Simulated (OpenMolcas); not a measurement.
Geometry relaxation, with input and output: HF (part 5 of 5)

Continued. System: HF. Method: HF/6-31G*, RHF (OpenMolcas 26.06). The geometry comes from this level: PBE0-D4/def2-TZVP.

Geometry of the input (Å):
```
F  -0.3900  0.1446  -0.1964
H  0.3900  -0.1446  0.1964
```

## The program's output, continued
```
      Mode      4
        Frequency:           i0.00 cm-1
      ---------------------------------
        Tx                      -1.0000
        Ty                       0.5370
      ---------------------------------

      Mode      5
        Frequency:            0.00 cm-1
      ---------------------------------
        Ty                      -1.0000
        Tz                       0.7393
      ---------------------------------

      Mode      6
        Frequency:         4357.88 cm-1
      ---------------------------------
        Bond H2 F1              -1.0000
      ---------------------------------
--

++ Thermochemistry

 *********************
 *                   *
 *  THERMOCHEMISTRY  *
 *                   *
 *********************

 Mass-centered Coordinates (angstrom):
 ********************************************************
 Label        X           Y           Z          Mass
 --------------------------------------------------------
 F1         0.000000   -0.000000   -0.045890     18.99840
 H2         0.000000   -0.000000    0.865059      1.00783
 --------------------------------------------------------
 Molecular mass:   20.006228
 Rotational Constants (cm-1):   21.2262   21.2262**********
 Rotational Constants (GHz) :  636.3444  636.3444**********
 Rotational temperatures (K):   30.5397   30.5397**********
 Rotational Symmetry factor:  1
 Vibrational temperature (K):
   6270.02
 Number of trans. and rot. degrees of freedom:  6
 ZPVE                 6.230 kcal/mol      0.009928 au.
 ZPVE corrected energy                  -99.992979 au.

 *****************************************************
 Temperature =   298.15 kelvin, Pressure =   1.00 atm
 -----------------------------------------------------
 Molecular Partition Function and Molar Entropy:
                        q/V (M**-3)    S(kcal/mol*K)
 Electronic            1.000000E+00        0.000
 Translational         2.737791E+27       34.922
 Rotational            4.783970E-07      -25.939
 Vibrational           2.712990E-05        0.000
 TOTAL                 3.553342E+16        8.983

 Thermal contributions to INTERNAL ENERGY:
 Electronic           0.000 kcal/mol      0.000000 au.
 Translational        0.889 kcal/mol      0.001416 au.
 Rotational           0.889 kcal/mol      0.001416 au.
 Vibrational          6.230 kcal/mol      0.009928 au.
 TOTAL                8.007 kcal/mol      0.012761 au.

 Thermal contributions to
 ENTHALPY             8.600 kcal/mol      0.013705 au.
 GIBBS FREE ENERGY    5.922 kcal/mol      0.009437 au.

 Sum of energy and thermal contributions
 INTERNAL ENERGY                        -99.990146 au.
 ENTHALPY                               -99.989202 au.
 GIBBS FREE ENERGY                      -99.993470 au.
 -----------------------------------------------------
--

 ************************************
 *       Polarizabilities           *
 ************************************

        3.5253519103848268
       -0.5970614597509316      2.1363921906211578
        0.8109465470039072     -0.3006740273957020      2.3234045361150510

++    Isotopic shifts:
      ----------------

 ****************************************
 * Isotope shifted frequencies in cm-1  *
 ****************************************

  Single substitutions:
  -----------------------

  Full substitutions:
  -----------------------

 Masses:
 =======
  19   2

 Frequencies:
 ============
                         1         2         3         4         5         6

            Freq.      i1.31     i1.31     i0.00     i0.00      0.00   3159.25

 Masses:
 =======
  19   3

 Frequencies:
 ============
                         1         2         3         4         5         6

            Freq.      i1.10     i1.10     i0.00     i0.00      0.00   2642.53

--

      The response parameters are written to the file RESP.
--- Stop Module: mclr /rc=_RC_ALL_IS_WELL_ ---

.##################.
.# Happy landing! #.
.##################.

    Timing: Wall=3.53 User=2.53 System=0.97
```

## Trajectory as extended XYZ (Å, eV, eV/Å), 3 frames, from step=0 to step=2
```
2
Properties=species:S:1:pos:R:3:forces:R:3 step=0 energy=-2721.21507
F    -0.3900    0.1446   -0.1964    0.4948  -0.1834   0.2492
H     0.3900   -0.1446    0.1964   -0.4948   0.1834  -0.2492
2
Properties=species:S:1:pos:R:3:forces:R:3 step=1 energy=-2721.21767
F    -0.3867    0.1434   -0.1948    0.0733  -0.0272   0.0369
H     0.3867   -0.1434    0.1948   -0.0733   0.0272  -0.0369
2
Properties=species:S:1:pos:R:3:forces:R:3 step=2 energy=-2721.21773
F    -0.3862    0.1432   -0.1945    0.0000   0.0000   0.0000
H     0.3862   -0.1432    0.1945    0.0000   0.0000   0.0000
```

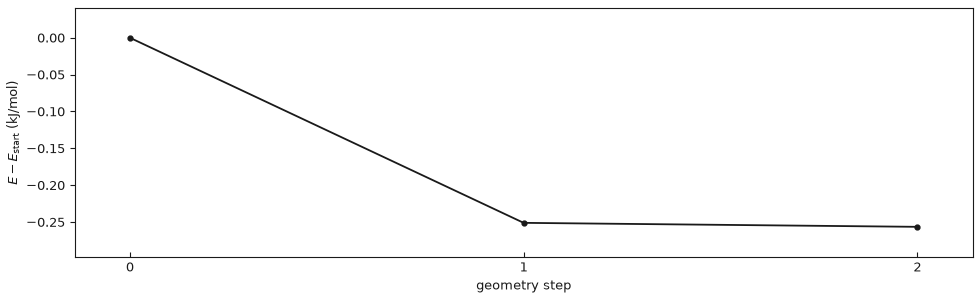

*Progress of the relaxation, step by step (steps are counted from 0).*

The largest moves after the best rigid fit, 0.005 Å, are those of F1 and H2. Largest moves by element: F 0.005 Å, H 0.005 Å. Among the contacts that change: F1–H2 0.920 → 0.911 Å. After 2 geometry steps the energy has fallen by 0.26 kJ/mol. The largest force component goes from 0.49 to under 0.0001 eV/Å. (Atoms are counted from 1 in the order of the input.)

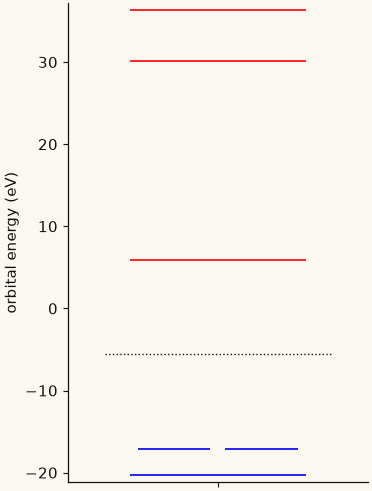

*Orbital energies near the frontier; the dotted line parts filled from empty levels, and levels within 0.02 eV of each other stand side by side.*

Highest filled −17.12 eV, lowest empty 5.95 eV, 23.07 eV apart.

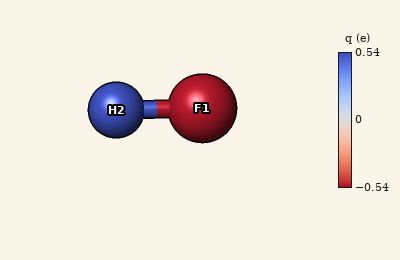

*Mulliken charges, as the colour of each atom (ball-and-stick view, seen at a tilt; atoms are numbered from 1 in the order of the input).*

By element: F −0.52 and H +0.52 e.

## Key numbers

| quantity | value |
| --- | --- |
| outcome | converged |
| total energy | −100.002907 hartree |
| basis functions | 17 |
| HOMO | −17.12 eV |
| LUMO | 5.95 eV |
| dipole moment | 1.97 debye |
| zero-point energy | 0.009928 hartree |
| wavenumbers, lowest and highest | 4358 cm⁻¹ |
| wall time | 3.9 s |
| peak memory | 0.38 GiB |

Further notes kept with the run: the program's entropy of a linear molecule is wrong.
